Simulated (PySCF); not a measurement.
# C₅H₇F: NMR shifts at several levels of theory, part 2 of 2

PySCF 2.14.0. Atoms count from 0. The steps go on from the part before.

## 8. Shielding tensors: KT2/pcSseg-1

What the job is given:

```
{"job": {"kind": "nmr", "xc": "KT2", "basis": "pcSseg-1", "pop": false}, "charge": 0, "multiplicity": 1}
C     -2.301534     0.221061     0.412810
C     -0.959240     0.486511    -0.176194
C      0.165614    -0.187380     0.115892
C      1.461868     0.094167    -0.468557
C      2.569087    -0.588762    -0.162969
F      3.746627    -0.311444    -0.713674
H     -3.050920     0.020701    -0.371579
H     -2.284251    -0.640054     1.097106
H     -2.670417     1.095906     0.975719
H     -0.896400     1.303856    -0.906380
H      0.116584    -1.007594     0.843843
H      1.545108     0.905812    -1.198709
H      2.616473    -1.418989     0.549402
```

Level: GIAO KT2/pcSseg-1 NMR shielding, non-relativistic, gas phase.

Standard output:

```text
coarse grid: 10856 points
cycle   1  E = -299.1140427517  dE =  5.579e-01  |g| = 6.620e-01  |ddm| = 3.203e+00
cycle   2  E = -298.9518624358  dE =  1.622e-01  |g| = 1.094e+00  |ddm| = 1.462e+00
cycle   3  E = -299.1891744190  dE = -2.373e-01  |g| = 2.317e-01  |ddm| = 1.057e+00
cycle   4  E = -299.2044624579  dE = -1.529e-02  |g| = 7.782e-02  |ddm| = 3.062e-01
cycle   5  E = -299.2059435232  dE = -1.481e-03  |g| = 3.061e-02  |ddm| = 9.584e-02
cycle   6  E = -299.2061579162  dE = -2.144e-04  |g| = 3.986e-03  |ddm| = 2.648e-02
cycle   7  E = -299.2061609479  dE = -3.032e-06  |g| = 1.583e-03  |ddm| = 3.720e-03
final grid: 105248 points
cycle   8  E = -299.2497666868  dE = -1.060e-04  |g| = 2.986e-02  |ddm| = 6.298e-02
cycle   9  E = -299.2492606271  dE =  5.061e-04  |g| = 6.039e-02  |ddm| = 7.265e-02
cycle  10  E = -299.2499093890  dE = -6.488e-04  |g| = 7.110e-03  |ddm| = 5.552e-02
cycle  11  E = -299.2499234673  dE = -1.408e-05  |g| = 1.499e-03  |ddm| = 7.454e-03
cycle  12  E = -299.2499239414  dE = -4.740e-07  |g| = 5.805e-04  |ddm| = 1.741e-03
cycle  13  E = -299.2499240253  dE = -8.392e-08  |g| = 2.555e-04  |ddm| = 7.278e-04
cycle  14  E = -299.2499240439  dE = -1.864e-08  |g| = 2.824e-05  |ddm| = 2.626e-04
cycle  15  E = -299.2499240441  dE = -1.965e-10  |g| = 1.201e-05  |ddm| = 4.596e-05
converged SCF energy = -299.2499240441

GIAO shielding tensors (ppm)
atom      isotropic    diamagn.    paramagn.     s11        s22        s33       span
  0 C      161.017     247.804     -86.788    146.633    152.899    183.517     36.883
  1 C       56.916     255.784    -198.868    -37.515     60.483    147.780    185.295
  2 C       62.164     256.716    -194.552    -30.676     74.762    142.406    173.082
  3 C       71.836     254.534    -182.699     -8.183     84.410    139.280    147.463
  4 C       31.372     253.115    -221.743    -44.544     65.305     73.356    117.901
  5 F      279.458     468.412    -188.955    197.942    260.441    379.990    182.048
  6 H       29.185      27.564       1.620     25.509     27.117     34.928      9.418
  7 H       29.569      29.960      -0.391     26.379     28.804     33.525      7.146
  8 H       29.151      27.603       1.548     25.446     27.054     34.955      9.509
  9 H       25.634      33.015      -7.381     23.645     24.323     28.933      5.288
 10 H       25.493      33.963      -8.470     23.630     24.273     28.576      4.946
 11 H       25.375      31.207      -5.832     23.623     24.095     28.407      4.784
 12 H       24.285      30.443      -6.159     21.943     23.573     27.338      5.394
```

It took 15 s on 1 thread of Arm Neoverse V2, shared host; peak memory 0.71 GiB.

This run: δ C4 151.8, C1 126.3, C2 121.1, C3 111.4, H12 6.89, H11 5.80 ppm.

## 9. Shielding tensors: KT3/pcSseg-1

Same as in step 8 but for these lines:

```diff
@@ -1,2 +1,2 @@
-{"job": {"kind": "nmr", "xc": "KT2", "basis": "pcSseg-1", "pop": false}, "charge": 0, "multiplicity": 1}
+{"job": {"kind": "nmr", "xc": "KT3", "basis": "pcSseg-1", "pop": false}, "charge": 0, "multiplicity": 1}
 C     -2.301534     0.221061     0.412810
```

Level: GIAO KT3/pcSseg-1 NMR shielding, non-relativistic, gas phase.

Standard output:

```text
coarse grid: 10856 points
cycle   1  E = -298.7474199772  dE =  5.423e-01  |g| = 6.749e-01  |ddm| = 3.215e+00
cycle   2  E = -298.5833671151  dE =  1.641e-01  |g| = 1.098e+00  |ddm| = 1.526e+00
cycle   3  E = -298.8253576849  dE = -2.420e-01  |g| = 2.455e-01  |ddm| = 1.089e+00
cycle   4  E = -298.8427531782  dE = -1.740e-02  |g| = 7.742e-02  |ddm| = 3.148e-01
cycle   5  E = -298.8441977751  dE = -1.445e-03  |g| = 3.094e-02  |ddm| = 9.338e-02
cycle   6  E = -298.8444164998  dE = -2.187e-04  |g| = 4.519e-03  |ddm| = 2.615e-02
cycle   7  E = -298.8444190507  dE = -2.551e-06  |g| = 2.812e-03  |ddm| = 5.264e-03
final grid: 105248 points
cycle   8  E = -298.8800369415  dE = -9.508e-05  |g| = 2.832e-02  |ddm| = 6.427e-02
cycle   9  E = -298.8795557535  dE =  4.812e-04  |g| = 5.806e-02  |ddm| = 6.987e-02
cycle  10  E = -298.8801564784  dE = -6.007e-04  |g| = 5.981e-03  |ddm| = 5.285e-02
cycle  11  E = -298.8801666387  dE = -1.016e-05  |g| = 8.211e-04  |ddm| = 5.419e-03
cycle  12  E = -298.8801666780  dE = -3.932e-08  |g| = 6.507e-04  |ddm| = 1.235e-03
cycle  13  E = -298.8801668041  dE = -1.261e-07  |g| = 8.748e-05  |ddm| = 7.209e-04
cycle  14  E = -298.8801668059  dE = -1.878e-09  |g| = 3.038e-05  |ddm| = 8.508e-05
cycle  15  E = -298.8801668062  dE = -2.501e-10  |g| = 4.348e-06  |ddm| = 3.608e-05
converged SCF energy = -298.8801668062

GIAO shielding tensors (ppm)
atom      isotropic    diamagn.    paramagn.     s11        s22        s33       span
  0 C      159.965     246.780     -86.814    146.012    151.890    181.994     35.982
  1 C       57.583     254.868    -197.285    -36.370     61.954    147.164    183.534
  2 C       62.725     255.668    -192.943    -30.114     75.811    142.478    172.592
  3 C       72.526     253.423    -180.897     -7.328     85.080    139.826    147.154
  4 C       33.084     252.859    -219.775    -42.058     66.588     74.722    116.780
  5 F      279.017     468.585    -189.568    199.562    260.951    376.537    176.975
  6 H       29.332      27.620       1.712     25.759     27.302     34.935      9.176
  7 H       29.697      30.106      -0.409     26.559     28.988     33.544      6.985
  8 H       29.298      27.657       1.641     25.705     27.230     34.958      9.252
  9 H       25.819      33.262      -7.444     23.881     24.397     29.179      5.298
 10 H       25.673      34.264      -8.591     23.682     24.474     28.863      5.181
 11 H       25.560      31.529      -5.969     23.705     24.273     28.702      4.997
 12 H       24.510      30.772      -6.262     22.156     23.773     27.602      5.446
```

Run time: 14 s. Hardware: 1 thread of Arm Neoverse V2, shared host; peak memory 0.71 GiB.

This run: δ C4 149.2, C1 124.7, C2 119.6, C3 109.8, H12 6.81, H11 5.76 ppm.

## 10. Shielding tensors: B97-D/pcSseg-1

Same as in step 9 but for these lines:

```diff
@@ -1,2 +1,2 @@
-{"job": {"kind": "nmr", "xc": "KT3", "basis": "pcSseg-1", "pop": false}, "charge": 0, "multiplicity": 1}
+{"job": {"kind": "nmr", "xc": "B97-D", "basis": "pcSseg-1", "pop": false}, "charge": 0, "multiplicity": 1}
 C     -2.301534     0.221061     0.412810
```

With the program's defaults for keys left out, this is: GIAO B97-D/pcSseg-1 NMR shielding, non-relativistic, gas phase.

Standard output:

```text
coarse grid: 10856 points
cycle   1  E = -294.1968147967  dE =  5.051e-01  |g| = 6.310e-01  |ddm| = 3.240e+00
cycle   2  E = -294.0338060924  dE =  1.630e-01  |g| = 1.045e+00  |ddm| = 1.358e+00
cycle   3  E = -294.2627167136  dE = -2.289e-01  |g| = 2.691e-01  |ddm| = 1.020e+00
cycle   4  E = -294.2842868166  dE = -2.157e-02  |g| = 7.017e-02  |ddm| = 3.279e-01
cycle   5  E = -294.2853007902  dE = -1.014e-03  |g| = 3.135e-02  |ddm| = 7.894e-02
cycle   6  E = -294.2855155920  dE = -2.148e-04  |g| = 6.523e-03  |ddm| = 2.574e-02
cycle   7  E = -294.2855208234  dE = -5.231e-06  |g| = 4.347e-03  |ddm| = 8.194e-03
cycle   8  E = -294.2855257527  dE = -4.929e-06  |g| = 6.614e-04  |ddm| = 4.238e-03
final grid: 105248 points
cycle   9  E = -294.3194006408  dE = -3.606e-05  |g| = 2.149e-02  |ddm| = 4.409e-02
cycle  10  E = -294.3191515678  dE =  2.491e-04  |g| = 4.324e-02  |ddm| = 4.789e-02
cycle  11  E = -294.3194657987  dE = -3.142e-04  |g| = 5.449e-03  |ddm| = 3.739e-02
cycle  12  E = -294.3194745325  dE = -8.734e-06  |g| = 8.379e-04  |ddm| = 5.295e-03
cycle  13  E = -294.3194746263  dE = -9.383e-08  |g| = 4.372e-04  |ddm| = 9.837e-04
cycle  14  E = -294.3194746761  dE = -4.977e-08  |g| = 1.527e-04  |ddm| = 4.896e-04
cycle  15  E = -294.3194746825  dE = -6.435e-09  |g| = 2.452e-05  |ddm| = 1.525e-04
cycle  16  E = -294.3194746827  dE = -1.687e-10  |g| = 9.117e-06  |ddm| = 3.616e-05
converged SCF energy = -294.3194746827

GIAO shielding tensors (ppm)
atom      isotropic    diamagn.    paramagn.     s11        s22        s33       span
  0 C      156.395     246.314     -89.919    142.424    148.365    178.396     35.972
  1 C       48.718     255.184    -206.465    -49.767     51.800    144.123    193.890
  2 C       54.203     255.914    -201.711    -42.806     66.377    139.039    181.845
  3 C       64.238     253.704    -189.466    -20.002     76.297    136.419    156.420
  4 C       24.428     252.640    -228.212    -54.958     59.523     68.718    123.676
  5 F      279.373     468.260    -188.887    198.575    253.607    385.936    187.361
  6 H       29.400      27.662       1.738     25.914     27.415     34.869      8.956
  7 H       29.743      30.037      -0.294     26.636     29.107     33.486      6.850
  8 H       29.366      27.697       1.669     25.865     27.339     34.893      9.028
  9 H       25.800      33.152      -7.352     24.016     24.115     29.267      5.251
 10 H       25.654      34.151      -8.497     23.379     24.573     29.008      5.629
 11 H       25.559      31.399      -5.840     23.402     24.377     28.898      5.497
 12 H       24.555      30.637      -6.082     22.210     23.682     27.772      5.562
```

Wall time 15 s (1 thread of Arm Neoverse V2, shared host); peak memory 0.71 GiB.

In short: δ C4 154.7, C1 130.5, C2 125.0, C3 114.9, H12 6.86, H11 5.85 ppm.

## 11. Nuclear shieldings: B3LYP/pcSseg-1

Same as in step 10 but for these lines:

```diff
@@ -1,2 +1,2 @@
-{"job": {"kind": "nmr", "xc": "B97-D", "basis": "pcSseg-1", "pop": false}, "charge": 0, "multiplicity": 1}
+{"job": {"kind": "nmr", "xc": "B3LYP", "basis": "pcSseg-1", "pop": false}, "charge": 0, "multiplicity": 1}
 C     -2.301534     0.221061     0.412810
```

Level: GIAO B3LYP/pcSseg-1 NMR shielding, non-relativistic, gas phase.

Standard output:

```text
coarse grid: 10856 points
cycle   1  E = -294.4099543595  dE =  6.146e-01  |g| = 5.438e-01  |ddm| = 3.182e+00
cycle   2  E = -294.3475518658  dE =  6.240e-02  |g| = 7.670e-01  |ddm| = 9.689e-01
cycle   3  E = -294.4685900706  dE = -1.210e-01  |g| = 1.312e-01  |ddm| = 6.358e-01
cycle   4  E = -294.4729281975  dE = -4.338e-03  |g| = 4.601e-02  |ddm| = 1.566e-01
cycle   5  E = -294.4733764897  dE = -4.483e-04  |g| = 1.594e-02  |ddm| = 4.475e-02
cycle   6  E = -294.4734288026  dE = -5.231e-05  |g| = 3.417e-03  |ddm| = 1.353e-02
cycle   7  E = -294.4734312815  dE = -2.479e-06  |g| = 1.205e-03  |ddm| = 3.046e-03
final grid: 105248 points
cycle   8  E = -294.5250666916  dE = -2.681e-05  |g| = 5.710e-03  |ddm| = 2.601e-02
cycle   9  E = -294.5250619760  dE =  4.716e-06  |g| = 7.500e-03  |ddm| = 9.261e-03
cycle  10  E = -294.5250741575  dE = -1.218e-05  |g| = 1.132e-03  |ddm| = 5.740e-03
cycle  11  E = -294.5250744244  dE = -2.669e-07  |g| = 2.160e-04  |ddm| = 1.064e-03
cycle  12  E = -294.5250744318  dE = -7.386e-09  |g| = 1.359e-04  |ddm| = 2.741e-04
cycle  13  E = -294.5250744361  dE = -4.360e-09  |g| = 1.945e-05  |ddm| = 1.169e-04
cycle  14  E = -294.5250744362  dE = -9.129e-11  |g| = 6.852e-06  |ddm| = 2.224e-05
converged SCF energy = -294.5250744362

GIAO shielding tensors (ppm)
atom      isotropic    diamagn.    paramagn.     s11        s22        s33       span
  0 C      157.178     245.653     -88.474    143.426    148.755    179.355     35.929
  1 C       41.763     255.223    -213.460    -67.419     47.775    144.933    212.352
  2 C       47.941     255.852    -207.911    -58.890     63.853    138.860    197.750
  3 C       58.266     253.785    -195.519    -35.009     73.571    136.236    171.245
  4 C       18.169     252.292    -234.123    -72.142     57.985     68.664    140.806
  5 F      294.466     468.624    -174.158    215.673    274.786    392.938    177.265
  6 H       29.418      27.633       1.785     25.845     27.359     35.051      9.206
  7 H       29.708      29.844      -0.136     26.431     29.102     33.592      7.161
  8 H       29.385      27.663       1.723     25.803     27.285     35.068      9.264
  9 H       25.717      32.990      -7.273     23.845     23.888     29.418      5.572
 10 H       25.566      33.983      -8.417     23.119     24.373     29.205      6.086
 11 H       25.415      31.107      -5.692     23.094     24.115     29.038      5.944
 12 H       24.538      30.478      -5.939     22.173     23.471     27.971      5.798
```

Wall time 10 s (1 thread of Arm Neoverse V2, shared host); peak memory 0.7 GiB.

In short: δ C4 161.1, C1 137.5, C2 131.3, C3 121.0, H12 6.84, H11 5.97 ppm.

## 12. Run by run: NMR shifts

Shifts (ppm) of some atoms, chosen among heavy atoms and hydrogens apart, with basis size and wall time:

```tsv
run	C4	C1	C2	C3	H11	H10	F5	functions	time
HF/pcSseg-1	156.9	138.3	130.2	119.9	6.25	5.95	-111.9	137	4.6 s
LDA/pcSseg-1	165.9	140.6	134.8	124.3	6.05	5.96	-130.7	137	11 s
PBE/pcSseg-1	159.5	134.5	129.2	118.5	5.92	5.85	-124.6	137	15 s
BLYP/pcSseg-1	160.3	135.2	129.8	119.5	5.85	5.75	-125.4	137	15 s
BP86/pcSseg-1	159.5	134.4	129.1	118.6	5.93	5.84	-127.7	137	14 s
OPBE/pcSseg-1	152.3	128.6	123.7	112.9	5.95	5.88	-116.8	137	15 s
KT2/pcSseg-1	151.8	126.3	121.1	111.4	5.80	5.69	-140.9	137	15 s
KT3/pcSseg-1	149.2	124.7	119.6	109.8	5.76	5.65	-129.6	137	14 s
B97-D/pcSseg-1	154.7	130.5	125.0	114.9	5.85	5.76	-124.6	137	15 s
B3LYP/pcSseg-1	161.1	137.5	131.3	121.0	5.97	5.82	-122.5	137	10 s
```

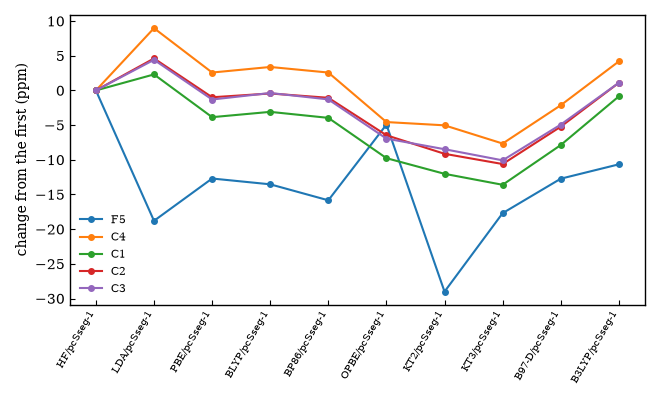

How five of the tabulated atoms move from run to run.

## 13. What came out

What follows sums up all 2 parts.

```
                                                            quantity                                 value
                                13C shifts against TMS (HF/pcSseg-1)  156.9, 138.3, 130.2, 119.9, 19.2 ppm
1H shifts against TMS (HF/pcSseg-1, means over atoms taken as alike)      6.84, 6.25, 5.95, 5.80, 1.88 ppm
                              19F shifts against CFCl3 (HF/pcSseg-1)                            -111.9 ppm
                                            range of the shift of F5                  -140.9 to -111.9 ppm
```

What this shows: Single values in the summary come from the first sound run of each kind (HF/pcSseg-1), which need not be the best level. At HF/pcSseg-1: The largest span, 237 ppm, is at C1, where the paramagnetic term is -204 ppm. In ppm, F5 moves most: its shift spreads over 29.0 ppm, from -140.9 (KT2/pcSseg-1) to -111.9 (HF/pcSseg-1).
